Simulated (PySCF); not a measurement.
# Run report: C$_{3}$H$_{11}$NOSi$_{3}$, geometry relaxation (part 2 of 2)

Continued. System: C$_{3}$H$_{11}$NOSi$_{3}$. Method: PBE0-D3(BJ)/def2-SVP geometry optimisation, gas phase (PySCF 2.14.0). It belongs to a series of runs on one base structure; here: constitutional isomer.

Geometry of the input (Å):
```
C  -2.4600  -1.1249  1.0590
C  -1.9884  -0.5487  -0.2715
O  -0.7877  0.1217  -0.0796
Si 0.1329  1.0459  -1.0910
C  0.4854  0.0450  -2.6476
N  0.7504  -0.5830  -3.5535
Si 1.9622  1.4125  0.2280
Si 2.4646  -0.1954  1.8156
H  -3.4183  -1.6247  0.9245
H  -2.6414  -0.2909  1.7718
H  -1.7546  -1.7871  1.4797
H  -1.8215  -1.3523  -0.9863
H  -2.7464  0.1603  -0.7017
H  -0.7555  2.1086  -1.6672
H  1.7848  2.7315  0.8494
H  3.0756  1.6439  -0.6938
H  3.5759  -1.0412  1.4185
H  2.7999  0.3861  3.1250
H  1.3113  -1.1002  2.0718
```

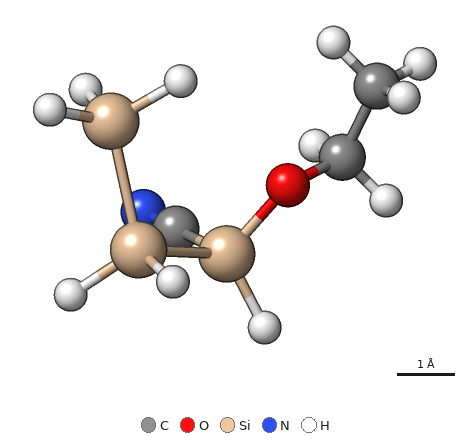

Fig. 1: The geometry at step 14 of the log (ball-and-stick view, seen at a tilt).

### Trajectory as extended XYZ, continued
```
19
Properties=species:S:1:pos:R:3:forces:R:3 step=9 energy=-30430.73049
C    -2.6419   -1.1908    0.8502   -0.0327   0.0523   0.0379
C    -2.1279   -0.2936   -0.2484    0.0835   0.0035   0.1086
O    -0.9104    0.3081    0.1726    0.0151   0.0071  -0.1913
Si    0.1393    1.0448   -0.8872   -0.1249  -0.0752   0.0950
C     0.6934   -0.2494   -2.1214   -0.0157  -0.0444  -0.0059
N     1.0649   -1.0913   -2.8289   -0.0082   0.0407  -0.0060
Si    2.0496    1.6107    0.3225    0.0446   0.0799  -0.0724
Si    2.5430   -0.2782    1.6154   -0.0251  -0.0256   0.0637
H    -3.5927   -1.6586    0.5547    0.0128  -0.0272  -0.0200
H    -2.8179   -0.6093    1.7676    0.0254  -0.0089   0.0038
H    -1.9117   -1.9815    1.0780   -0.0188  -0.0019  -0.0156
H    -1.9651   -0.8767   -1.1743    0.0000   0.0060  -0.0023
H    -2.8643    0.4979   -0.4791   -0.0048  -0.0103  -0.0286
H    -0.5499    2.0933   -1.6957    0.0403   0.0339   0.0020
H     1.8203    2.8386    1.1426   -0.0435  -0.0146   0.0423
H     3.1265    1.9020   -0.6744    0.0269  -0.0168   0.0188
H     2.9898   -1.3750    0.7073   -0.0011  -0.0103  -0.0194
H     3.6172    0.0201    2.6101    0.0254   0.0034  -0.0151
H     1.3085   -0.7032    2.3394    0.0006   0.0085   0.0045
19
Properties=species:S:1:pos:R:3:forces:R:3 step=10 energy=-30430.74147
C    -2.6153   -1.1596    0.8746   -0.0272   0.0307  -0.0186
C    -2.1266   -0.3008   -0.2659   -0.0035  -0.0060   0.0077
O    -0.9251    0.3450    0.1175   -0.0080  -0.0068  -0.0148
Si    0.1457    1.0734   -0.9150    0.0595  -0.0280  -0.0058
C     0.7105   -0.2129   -2.1540   -0.0259   0.0023   0.0361
N     1.0944   -1.0416   -2.8698   -0.0012  -0.0018  -0.0315
Si    2.0269    1.5936    0.3655    0.0376   0.1404  -0.0529
Si    2.5047   -0.3360    1.6031   -0.0096  -0.0003   0.0022
H    -3.5558   -1.6623    0.6027    0.0047   0.0032   0.0053
H    -2.7925   -0.5455    1.7698   -0.0016  -0.0031   0.0012
H    -1.8695   -1.9266    1.1261    0.0213  -0.0254   0.0047
H    -1.9561   -0.9183   -1.1675    0.0090  -0.0126   0.0039
H    -2.8835    0.4601   -0.5306   -0.0048   0.0044  -0.0066
H    -0.4796    2.1503   -1.7376   -0.0139   0.0212   0.0305
H     1.7590    2.7814    1.2363   -0.0417  -0.0423   0.0143
H     3.1378    1.9518   -0.5732   -0.0040  -0.0511   0.0188
H     2.8231   -1.4360    0.6437   -0.0012  -0.0101   0.0195
H     3.6672   -0.1029    2.5136    0.0044  -0.0180  -0.0157
H     1.3053   -0.7053    2.4120    0.0061   0.0032   0.0016
19
Properties=species:S:1:pos:R:3:forces:R:3 step=11 energy=-30430.74454
C    -2.6086   -1.1457    0.8891   -0.0047   0.0058  -0.0215
C    -2.1137   -0.3216   -0.2740   -0.0321  -0.0074  -0.0330
O    -0.9224    0.3457    0.0988   -0.0133  -0.0165   0.0498
Si    0.1489    1.0850   -0.9218    0.0879  -0.0020  -0.0430
C     0.7013   -0.1822   -2.1854   -0.0098   0.0129   0.0361
N     1.0774   -0.9942   -2.9240   -0.0037  -0.0078  -0.0263
Si    2.0262    1.5885    0.3735    0.0163   0.0807  -0.0184
Si    2.4906   -0.3519    1.6038   -0.0043   0.0152  -0.0246
H    -3.5417   -1.6651    0.6234   -0.0016   0.0138   0.0088
H    -2.7978   -0.5049    1.7627   -0.0104  -0.0017   0.0019
H    -1.8605   -1.8999    1.1717    0.0213  -0.0166   0.0089
H    -1.9286   -0.9677   -1.1524    0.0136  -0.0088   0.0055
H    -2.8747    0.4223   -0.5736    0.0008   0.0079   0.0000
H    -0.4653    2.1834   -1.7245   -0.0258   0.0108   0.0297
H     1.7400    2.7591    1.2617   -0.0245  -0.0287  -0.0014
H     3.1507    1.9547   -0.5448   -0.0095  -0.0355   0.0134
H     2.7843   -1.4568    0.6418   -0.0053  -0.0076   0.0202
H     3.6685   -0.1356    2.4985    0.0001  -0.0170  -0.0090
H     1.2962   -0.7055    2.4268    0.0049   0.0025   0.0030
19
Properties=species:S:1:pos:R:3:forces:R:3 step=12 energy=-30430.74696
C    -2.6059   -1.1299    0.8941    0.0141  -0.0166  -0.0114
C    -2.0935   -0.3391   -0.2842   -0.0369  -0.0035  -0.0485
O    -0.9194    0.3545    0.0927    0.0102  -0.0221   0.0835
Si    0.1560    1.1030   -0.9159    0.0487   0.0227  -0.0554
C     0.6904   -0.1482   -2.2018    0.0153   0.0182   0.0122
N     1.0530   -0.9457   -2.9627   -0.0074  -0.0075  -0.0104
Si    2.0305    1.5878    0.3892   -0.0094  -0.0113   0.0159
Si    2.4749   -0.3753    1.5926   -0.0010   0.0141  -0.0226
H    -3.5270   -1.6681    0.6250   -0.0073   0.0128   0.0064
H    -2.8211   -0.4638    1.7425   -0.0107   0.0001  -0.0006
H    -1.8565   -1.8672    1.2176    0.0079   0.0016   0.0039
H    -1.8790   -1.0118   -1.1357    0.0083  -0.0026   0.0065
H    -2.8564    0.3844   -0.6270    0.0020   0.0057   0.0023
H    -0.4527    2.2221   -1.6944   -0.0237  -0.0023   0.0160
H     1.7237    2.7302    1.3054    0.0024   0.0035  -0.0145
H     3.1657    1.9618   -0.5101   -0.0057  -0.0021   0.0036
H     2.6831   -1.4928    0.6229   -0.0075  -0.0027   0.0093
H     3.6998   -0.2113    2.4334   -0.0031  -0.0083   0.0004
H     1.3049   -0.6828    2.4674    0.0038   0.0003   0.0034
19
Properties=species:S:1:pos:R:3:forces:R:3 step=13 energy=-30430.74826
C    -2.6072   -1.1298    0.8937    0.0128  -0.0147   0.0017
C    -2.0772   -0.3539   -0.2866   -0.0241   0.0050  -0.0336
O    -0.9094    0.3459    0.1005    0.0252  -0.0267   0.0634
Si    0.1576    1.1088   -0.9083    0.0003   0.0271  -0.0401
C     0.6790   -0.1262   -2.2142    0.0226   0.0128  -0.0071
N     1.0295   -0.9126   -2.9923   -0.0071  -0.0019   0.0037
Si    2.0382    1.5886    0.3876   -0.0152  -0.0500   0.0275
Si    2.4684   -0.3761    1.5939   -0.0025   0.0070  -0.0088
H    -3.5242   -1.6716    0.6180   -0.0041   0.0043   0.0006
H    -2.8373   -0.4526    1.7293   -0.0041   0.0002  -0.0010
H    -1.8619   -1.8616    1.2394   -0.0029   0.0076  -0.0014
H    -1.8469   -1.0374   -1.1253    0.0016   0.0006   0.0034
H    -2.8354    0.3641   -0.6508    0.0018   0.0013  -0.0007
H    -0.4665    2.2360   -1.6629   -0.0122  -0.0069   0.0041
H     1.7331    2.7292    1.3055    0.0125   0.0189  -0.0134
H     3.1738    1.9521   -0.5141    0.0017   0.0134   0.0002
H     2.6579   -1.5036    0.6325   -0.0083   0.0009  -0.0034
H     3.6994   -0.2260    2.4282    0.0006  -0.0016   0.0014
H     1.3001   -0.6657    2.4771    0.0015   0.0026   0.0036
19
Properties=species:S:1:pos:R:3:forces:R:3 step=14 energy=-30430.74936
C    -2.6076   -1.1345    0.8847    0.0010  -0.0001   0.0131
C    -2.0595   -0.3607   -0.2884   -0.0030   0.0156   0.0009
O    -0.8970    0.3403    0.1174    0.0316  -0.0320   0.0079
Si    0.1600    1.1182   -0.8944   -0.0457   0.0210  -0.0052
C     0.6741   -0.1036   -2.2152    0.0182   0.0073  -0.0227
N     1.0149   -0.8827   -3.0049   -0.0036   0.0038   0.0136
Si    2.0470    1.5905    0.3916   -0.0116  -0.0483   0.0210
Si    2.4562   -0.3812    1.5912   -0.0064  -0.0090   0.0179
H    -3.5215   -1.6753    0.5968    0.0022  -0.0077  -0.0055
H    -2.8522   -0.4551    1.7146    0.0048  -0.0005  -0.0004
H    -1.8674   -1.8648    1.2446   -0.0104   0.0071  -0.0062
H    -1.8143   -1.0454   -1.1217   -0.0042   0.0020  -0.0011
H    -2.8119    0.3571   -0.6652    0.0015  -0.0034  -0.0045
H    -0.4831    2.2477   -1.6294    0.0000  -0.0074  -0.0071
H     1.7524    2.7314    1.3117    0.0159   0.0248  -0.0091
H     3.1804    1.9447   -0.5155    0.0092   0.0175  -0.0016
H     2.5799   -1.5201    0.6330   -0.0042   0.0036  -0.0131
H     3.7144   -0.2694    2.3899    0.0040   0.0033  -0.0004
H     1.3059   -0.6293    2.5101    0.0008   0.0023   0.0024
19
Properties=species:S:1:pos:R:3:forces:R:3 step=15 energy=-30430.75064
C    -2.6061   -1.1436    0.8798   -0.0090   0.0112   0.0125
C    -2.0431   -0.3733   -0.2886    0.0091   0.0197   0.0263
O    -0.8795    0.3212    0.1283    0.0255  -0.0274  -0.0376
Si    0.1592    1.1237   -0.8859   -0.0493   0.0099   0.0231
C     0.6698   -0.0747   -2.2291    0.0059   0.0029  -0.0257
N     1.0036   -0.8409   -3.0343    0.0024   0.0028   0.0154
Si    2.0546    1.5896    0.3896   -0.0056  -0.0231   0.0128
Si    2.4424   -0.3794    1.5996   -0.0089  -0.0139   0.0249
H    -3.5205   -1.6790    0.5841    0.0057  -0.0130  -0.0069
H    -2.8554   -0.4620    1.7066    0.0085  -0.0012  -0.0001
H    -1.8729   -1.8769    1.2474   -0.0094   0.0025  -0.0063
H    -1.7933   -1.0592   -1.1193   -0.0065   0.0010  -0.0034
H    -2.7880    0.3487   -0.6724    0.0004  -0.0047  -0.0050
H    -0.5067    2.2551   -1.5967    0.0042  -0.0049  -0.0091
H     1.7778    2.7422    1.3006    0.0107   0.0183  -0.0038
H     3.1867    1.9287   -0.5251    0.0109   0.0085  -0.0007
H     2.5350   -1.5273    0.6486   -0.0014   0.0041  -0.0142
H     3.7100   -0.2854    2.3858    0.0061   0.0040  -0.0036
H     1.2973   -0.5997    2.5320    0.0007   0.0032   0.0014
19
Properties=species:S:1:pos:R:3:forces:R:3 step=16 energy=-30430.75220
C    -2.6003   -1.1546    0.8739   -0.0125   0.0149   0.0050
C    -2.0295   -0.3826   -0.2895    0.0154   0.0167   0.0364
O    -0.8598    0.2998    0.1328    0.0061  -0.0153  -0.0647
Si    0.1593    1.1312   -0.8793   -0.0216  -0.0068   0.0383
C     0.6736   -0.0404   -2.2450   -0.0095   0.0036  -0.0174
N     1.0066   -0.7923   -3.0639    0.0078  -0.0015   0.0101
Si    2.0600    1.5877    0.3930    0.0010   0.0206  -0.0023
Si    2.4207   -0.3818    1.6096   -0.0088  -0.0131   0.0192
H    -3.5181   -1.6818    0.5736    0.0059  -0.0101  -0.0043
H    -2.8454   -0.4755    1.7040    0.0060  -0.0015   0.0006
H    -1.8735   -1.8953    1.2385   -0.0028  -0.0034  -0.0021
H    -1.7840   -1.0658   -1.1236   -0.0041  -0.0003  -0.0039
H    -2.7680    0.3473   -0.6707    0.0004  -0.0024  -0.0021
H    -0.5272    2.2634   -1.5684    0.0017  -0.0005  -0.0037
H     1.8038    2.7529    1.2948   -0.0001   0.0031   0.0003
H     3.1943    1.9126   -0.5251    0.0069  -0.0083   0.0010
H     2.4568   -1.5354    0.6616    0.0023   0.0024  -0.0065
H     3.7091   -0.3192    2.3646    0.0044   0.0008  -0.0050
H     1.2923   -0.5624    2.5702    0.0014   0.0011   0.0011
19
Properties=species:S:1:pos:R:3:forces:R:3 step=17 energy=-30430.75342
C    -2.5917   -1.1631    0.8721   -0.0070   0.0072  -0.0035
C    -2.0215   -0.3897   -0.2908    0.0122   0.0085   0.0254
O    -0.8439    0.2808    0.1272   -0.0069  -0.0024  -0.0499
Si    0.1604    1.1367   -0.8786    0.0094  -0.0144   0.0287
C     0.6793   -0.0109   -2.2633   -0.0158   0.0068  -0.0078
N     1.0148   -0.7500   -3.0926    0.0095  -0.0062   0.0031
Si    2.0625    1.5858    0.3960    0.0031   0.0371  -0.0073
Si    2.3994   -0.3840    1.6202   -0.0058  -0.0047   0.0038
H    -3.5140   -1.6834    0.5735    0.0023  -0.0028  -0.0002
H    -2.8266   -0.4870    1.7073    0.0005  -0.0005   0.0002
H    -1.8683   -1.9112    1.2281    0.0028  -0.0044   0.0018
H    -1.7865   -1.0706   -1.1298   -0.0019  -0.0010  -0.0023
H    -2.7567    0.3473   -0.6647   -0.0004   0.0004   0.0019
H    -0.5397    2.2710   -1.5500   -0.0026   0.0018   0.0027
H     1.8193    2.7602    1.2900   -0.0066  -0.0064   0.0012
H     3.2023    1.8968   -0.5206    0.0017  -0.0167   0.0023
H     2.3946   -1.5404    0.6746    0.0027   0.0002   0.0018
H     3.7027   -0.3455    2.3512    0.0011  -0.0016  -0.0031
H     1.2844   -0.5349    2.6011    0.0016  -0.0007   0.0010
19
Properties=species:S:1:pos:R:3:forces:R:3 step=18 energy=-30430.75420
C    -2.5814   -1.1696    0.8728    0.0006  -0.0029  -0.0057
C    -2.0176   -0.3938   -0.2916    0.0048   0.0004   0.0074
O    -0.8322    0.2669    0.1173   -0.0112   0.0048  -0.0180
Si    0.1627    1.1398   -0.8819    0.0231  -0.0137   0.0078
C     0.6843    0.0101   -2.2806   -0.0137   0.0082  -0.0019
N     1.0230   -0.7198   -3.1167    0.0073  -0.0067  -0.0003
Si    2.0637    1.5845    0.3970    0.0022   0.0278  -0.0050
Si    2.3807   -0.3845    1.6294   -0.0017   0.0028  -0.0071
H    -3.5086   -1.6844    0.5797   -0.0009   0.0030   0.0021
H    -2.8045   -0.4969    1.7139   -0.0034   0.0005   0.0000
H    -1.8590   -1.9238    1.2179    0.0041  -0.0018   0.0033
H    -1.7953   -1.0721   -1.1363   -0.0002  -0.0001  -0.0009
H    -2.7520    0.3492   -0.6552   -0.0002   0.0023   0.0039
H    -0.5461    2.2769   -1.5393   -0.0041   0.0019   0.0055
H     1.8262    2.7650    1.2847   -0.0069  -0.0077   0.0002
H     3.2102    1.8811   -0.5160   -0.0008  -0.0143   0.0025
H     2.3522   -1.5437    0.6875    0.0011  -0.0012   0.0054
H     3.6915   -0.3618    2.3473   -0.0011  -0.0019  -0.0001
H     1.2729   -0.5155    2.6211    0.0010  -0.0015   0.0010
19
Properties=species:S:1:pos:R:3:forces:R:3 step=19 energy=-30430.75450
C    -2.5726   -1.1741    0.8743    0.0042  -0.0067  -0.0036
C    -2.0171   -0.3942   -0.2913   -0.0003  -0.0044  -0.0040
O    -0.8258    0.2599    0.1092   -0.0071   0.0069   0.0059
Si    0.1652    1.1399   -0.8867    0.0176  -0.0089  -0.0069
C     0.6866    0.0190   -2.2925   -0.0075   0.0060  -0.0007
N     1.0272   -0.7070   -3.1312    0.0035  -0.0039  -0.0001
Si    2.0644    1.5838    0.3949    0.0002   0.0084  -0.0010
Si    2.3686   -0.3826    1.6357    0.0007   0.0051  -0.0078
H    -3.5038   -1.6849    0.5871   -0.0019   0.0040   0.0019
H    -2.7862   -0.5050    1.7208   -0.0035   0.0011  -0.0004
H    -1.8493   -1.9321    1.2092    0.0022   0.0011   0.0021
H    -1.8054   -1.0690   -1.1415    0.0000   0.0007  -0.0005
H    -2.7522    0.3533   -0.6442   -0.0001   0.0021   0.0036
H    -0.5480    2.2792   -1.5359   -0.0026   0.0012   0.0043
H     1.8277    2.7680    1.2775   -0.0034  -0.0036  -0.0007
H     3.2163    1.8682   -0.5150   -0.0004  -0.0063   0.0018
H     2.3362   -1.5455    0.6987   -0.0007  -0.0013   0.0038
H     3.6792   -0.3641    2.3544   -0.0013  -0.0007   0.0013
H     1.2598   -0.5049    2.6274    0.0003  -0.0008   0.0008
```

### Summary

```json
{"quantity": "outcome", "value": "converged"}
{"quantity": "total energy", "value": "−1118.309611 hartree"}
{"quantity": "dipole moment", "value": "3.12 D"}
{"quantity": "point group", "value": "C1"}
{"quantity": "hardware", "value": "1 CPU thread, shared host"}
{"quantity": "wall time", "value": "6.1 min"}
{"quantity": "peak memory", "value": "0.95 GiB"}
```
